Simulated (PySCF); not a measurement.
# C5H5BF: the cost of one run

Computed with PySCF 2.14.0, with density-fitted response routines of our own, on a single molecule in the gas phase. Atoms are numbered from 0 throughout.

## (1) The starting structure

12 atoms, charge -1, multiplicity 1; geometry from: GFN2-xTB.

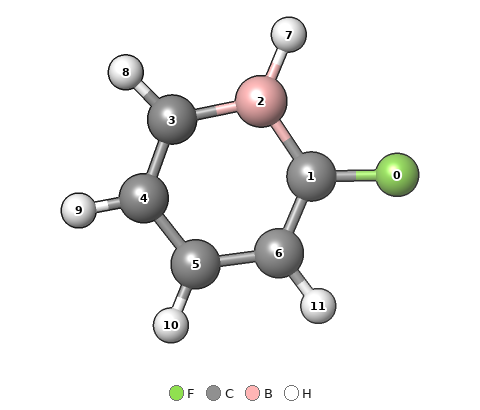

As it starts; fluorine green, carbon grey, boron pink, hydrogen white, atoms numbered.

## (2) Ultraviolet spectrum: B3LYP/def2-SVPD

Job settings and geometry (Å):

```
{"job": {"kind": "uv", "xc": "B3LYP", "basis": "def2-SVPD", "nstates": 8, "ntriplets": 3}, "charge": -1, "multiplicity": 1}
F      2.794676    -0.059308    -0.010462
C      1.380528     0.040595    -0.006990
B      0.658482     1.351614    -0.009618
C     -0.833616     1.183747    -0.004820
C     -1.414080    -0.069366     0.002150
C     -0.654692    -1.233114     0.004745
C      0.733964    -1.174259    -0.000433
H      1.209822     2.409169    -0.013928
H     -1.529792     2.029069    -0.006268
H     -2.503037    -0.175792     0.006997
H     -1.148584    -2.202606     0.010325
H      1.307528    -2.100434     0.002275
```

Level: TDDFT B3LYP/def2-SVPD, vertical, gas phase, core orbitals frozen in the response.

On the command line:

```bash
OMP_NUM_THREADS=1 python probes_run.py task.json out
```

The driver reads the jobs from task.json and runs them one after another.

**Question.** How long does this first job take on 1 thread of AMD EPYC 7R43, shared host, and how much memory does it need?

About 30 s, with a peak of 0.72 GiB.
